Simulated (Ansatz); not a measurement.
A series of calculations on WH2Cl3F3

Part 1: Relaxation

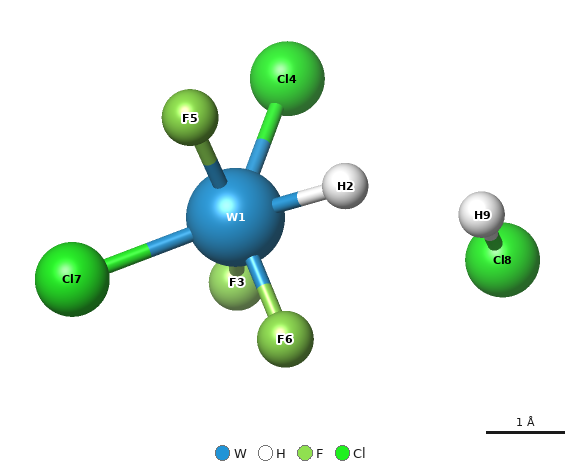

This is the input geometry for a relaxation of WH₂Cl₃F₃. The picture is a ball-and-stick view, seen face on.

The run prepares an end point of a later path (reaction) calculation, from a guessed geometry.

All numbers below come from RKS BHLYP-D4/def2-SVP (Ansatz).

The input:
```yaml
crystal:
  periodic: [false, false, false]
  atoms:
    - { symbol: W, position_ang: [-0.045407, 0.160893, -0.35815] }
    - { symbol: H, position_ang: [-0.282255, 0.308604, 1.323682] }
    - { symbol: F, position_ang: [1.550266, 0.573151, -1.180299] }
    - { symbol: Cl, position_ang: [-0.228412, 2.428979, -0.201707] }
    - { symbol: F, position_ang: [-1.893905, 0.205531, -0.207929] }
    - { symbol: F, position_ang: [0.84294, -1.262841, 0.411634] }
    - { symbol: Cl, position_ang: [-0.593372, -1.250521, -2.091551] }
    - { symbol: Cl, position_ang: [2.177599, 1.163286, 2.276892] }
    - { symbol: H, position_ang: [0.953644, 0.797516, 2.631529] }
basis:
  gaussian: { orbitals: def2-SVP }
hamiltonian:
  xc: { name: BHLYP }
  dispersion: d4
relax:
  f_tol: 0.03
  max_steps: 50
output:
  orbitals: {}
```

Command:
```bash
ansatz run input.yaml --threads 4 --pin off --max-ram 5120MiB --backend cpu --events-out ev --progress --plain --runs-dir out
```

> Predict the outcome.

After 25 accepted moves (32 points after the start) the energy has fallen by 0.191 eV. Largest force component: 1.3 eV/Å at the start, 0.015 eV/Å at the end. The line search rejected the trial steps at points 2, 8, 14, 16, 22, 25, 30 of the run. The forces were under the threshold at step 15, but the run went on from there. H9 moves most after the best rigid fit: 1.41 Å. By element the largest moves are H 1.41 Å, F 0.45 Å, Cl 0.36 Å, W 0.16 Å. Near-neighbour distances that change, for instance: Cl8–H9 1.326 → 1.281 Å, W1–H2 1.705 → 1.667 Å, W1–F6 1.846 → 1.857 Å, W1–Cl7 2.302 → 2.307 Å. Among the angles between lasting bonds that change: F5–W1–F6 117.7° → 121.2°, Cl4–W1–Cl7 130.0° → 133.2°, Cl4–W1–F6 141.0° → 138.3°. The run took 100 s on 4 threads of AMD EPYC 7B13 (Zen 3), with other jobs on the host, peak memory 0.42 GiB.

Final geometry:

```xyz
9

W    -0.1793    0.2499   -0.3341
H    -0.7136    0.5201    1.2221
F     1.5256    0.6661   -0.9090
Cl   -0.4316    2.5154   -0.4093
F    -2.0171    0.2598   -0.5524
F     0.6548   -1.0184    0.7353
Cl   -0.3581   -1.4141   -1.9222
Cl    1.8902    1.3016    2.4407
H     2.1102    0.0442    2.3329
```

After the run, drawn alike:

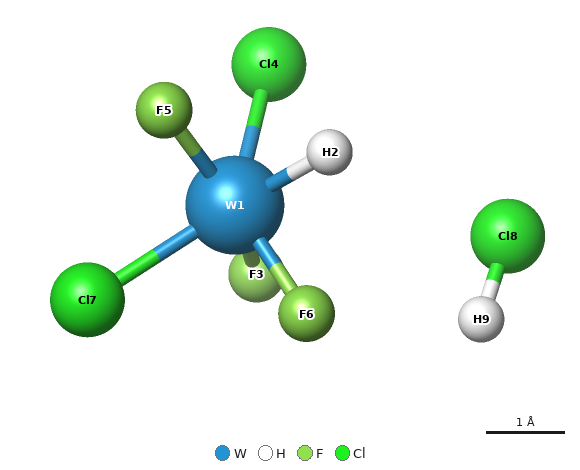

Part 2: Relaxation

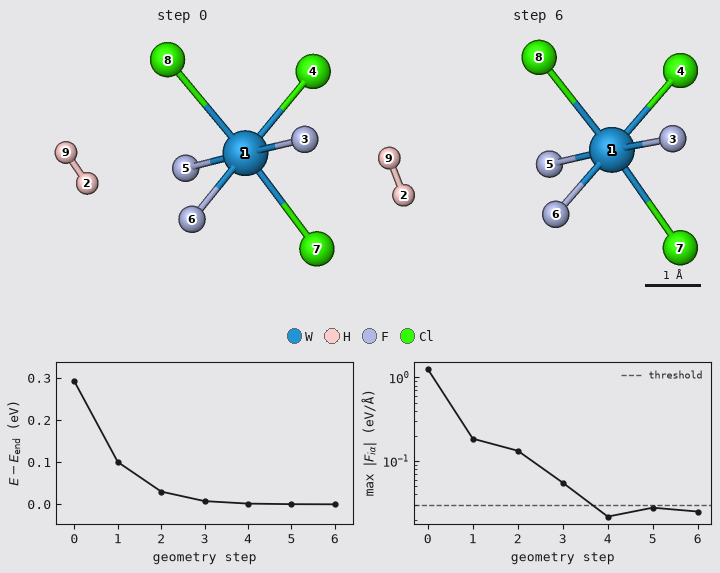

First and last geometry of a relaxation of WH2Cl3F3, with the history of the run. A ball-and-stick model, seen face on.

The run prepares an end point of a later path (reaction) calculation, from a guessed geometry.

Level of theory: Ansatz 0.2.0, RKS BHLYP-D4/def2-SVP. Settings: no spin polarisation; force threshold 0.03 eV/Å; at most 50 steps.

### Did the run converge, and what did it change?

It converged. H2 moves most after the best rigid fit: 0.76 Å. By element the largest moves are H 0.76 Å, Cl 0.29 Å, F 0.22 Å, W 0.20 Å. Some distances before and after: W1–H2 2.939 → 3.892 Å, W1–Cl8 2.354 → 2.285 Å, H2–H9 0.713 → 0.754 Å, W1–F6 1.843 → 1.848 Å. Among the angles between lasting bonds that change: F5–W1–F6 90.8° → 88.8°. Over 6 geometry steps the energy falls by 0.292 eV. The largest force component goes from 1.3 to 0.025 eV/Å.

Limits of the set-up: the start holds two separate molecules, 2.3 Å apart at their closest, whose relative position is a soft coordinate.

Part 3: Path

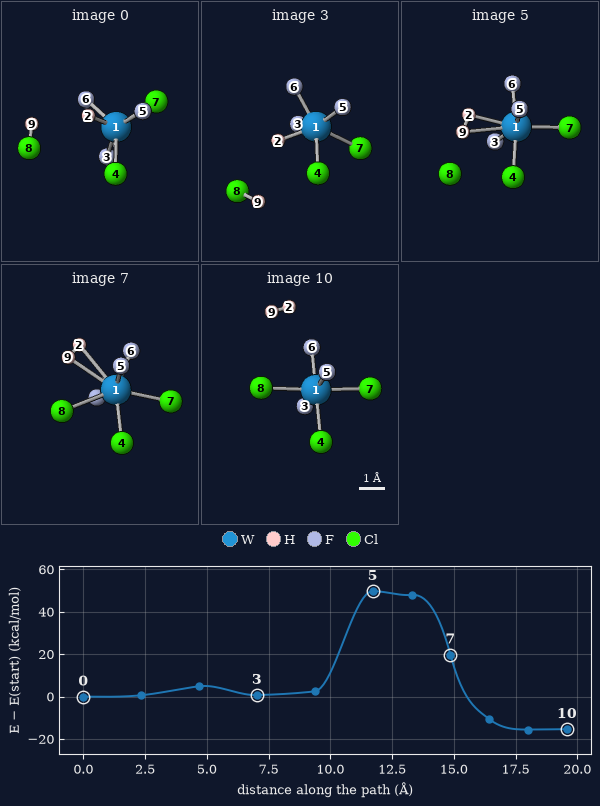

A nudged-elastic-band calculation for WH2Cl3F3, made up at the start of WHCl$_{2}$F$_{3}$ and HCl. Images are numbered from 0 (start) to 10 (end). Style: ball-and-stick. Shown from a free direction.

All numbers below come from Ansatz, RKS BHLYP-D4/def2-SVP. Run with 9 movable images; climbing image; force threshold 0.05 eV/Å; iteration limit 52; starting path through a guess of the saddle point.

### What happens along the path, and what is the barrier?

Forward barrier 49.8 kcal/mol, backward barrier 65.1 kcal/mol, with image 5 at the top; the reaction energy is −15.3 kcal/mol. Image 9 lies below both ends, at −15.5 kcal/mol, which points to an intermediate minimum that so few images don't resolve. The path has more than one stage, and so few images may leave a stage unresolved. Breaking: Cl8–H9 (1.28 → 1.96 at the top → 3.36 Å), W1–H2 (1.67 → 2.02 at the top → 3.89 Å). Forming: H2–H9 (3.07 → 0.82 at the top → 0.75 Å), W1–Cl8 (3.62 → 3.66 at the top → 2.29 Å). The band converged in 49 iterations. The largest component of the band force went from 7.7 to 0.042 eV/Å. The climbing image converged on the top of the path. Its vibrational analysis gives one imaginary mode (509i cm⁻¹), as a transition state must have.

Limits of the set-up: the start holds two separate molecules, 2.4 Å apart at their closest, whose relative position is a soft coordinate.
